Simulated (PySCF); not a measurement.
# C2H7BO3: the cost of one run

Programs: PySCF 2.14.0, with density-fitted response routines of our own. Each step states its level of theory. These are calculated values for one molecule in the gas phase, unless marked as measured. Atoms count from 0, in the outputs and in this text.

### 1 The starting structure

13 atoms, charge 0, multiplicity 1; geometry from: GFN2-xTB. The atoms were then displaced at random by about 0.01 Å, so the start is not that level's minimum.

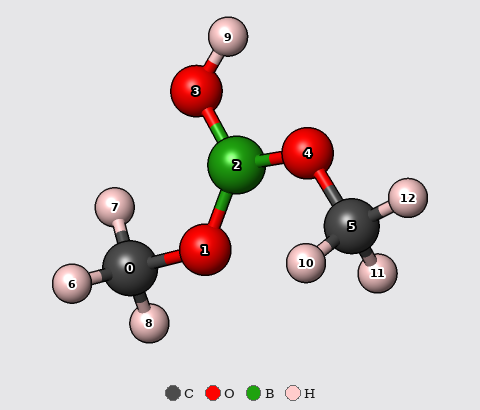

The starting geometry (carbon dark grey, oxygen red, boron green, hydrogen pink), atoms numbered.

### 2 Optimising the geometry at PBE0-D3(BJ)/def2-SVP

What the job is given:

```
{"job": {"xc": "PBE0", "basis": "def2-SVP", "d3": "d3bj", "grid": 1, "shake": 0.01, "kind": "geom"}, "charge": 0, "multiplicity": 1}
C      2.073440    -0.574390    -0.376690
O      0.650190    -0.488100    -0.189170
B     -0.076980     0.649510    -0.404710
O      0.567890     1.816760    -0.799960
O     -1.410500     0.648850    -0.205310
C     -2.097530    -0.496910     0.228780
H      2.270500    -1.091290    -1.307460
H      2.504560     0.454190    -0.444090
H      2.479920    -1.089660     0.480550
H     -0.091510     2.530550    -0.881500
H     -1.998190    -1.305750    -0.494520
H     -1.694180    -0.851740     1.193950
H     -3.171790    -0.218890     0.328570
```

Launch:

```console
$ OMP_NUM_THREADS=1 python probes_run.py task.json out
```

One launch serves the whole session: the jobs run in the order shown.

**Question.** How long does this first job take on 1 thread of Arm Neoverse N1, shared host, and how much memory does it need?

About 50 s, with a peak of 0.51 GiB.
